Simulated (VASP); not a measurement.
Band structure of GaP (zinc blende). These are modified Becke-Johnson potential (mBJ), VASP's PBE PAW potentials (set 64) (plane waves; VASP 6.6.1) values and carry that method's errors.

mBJ is a potential without an energy functional, so only the levels count.

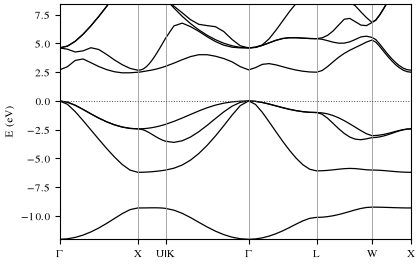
*Bands along high-symmetry lines, zero at the valence-band maximum or, without a gap, the Fermi level*

Question: Read the plot: is there a gap, and where are the band edges?

Answer: The gap is indirect, 2.45 eV, from the valence maximum at Γ to the conduction minimum at Γ-X at 0.80.

Measured: gap 2.43 eV (computed value off by +0.02 eV), as given by Wei Chen et al., Physical Review Materials (2018), doi:10.1103/physrevmaterials.2.073803 [zero-point renormalisation of 0.08 eV added back (the table's ZPR column)].

The compound is GaP in the zinc blende structure. It was relaxed first. The cell's shape comes from a PBE relaxation.
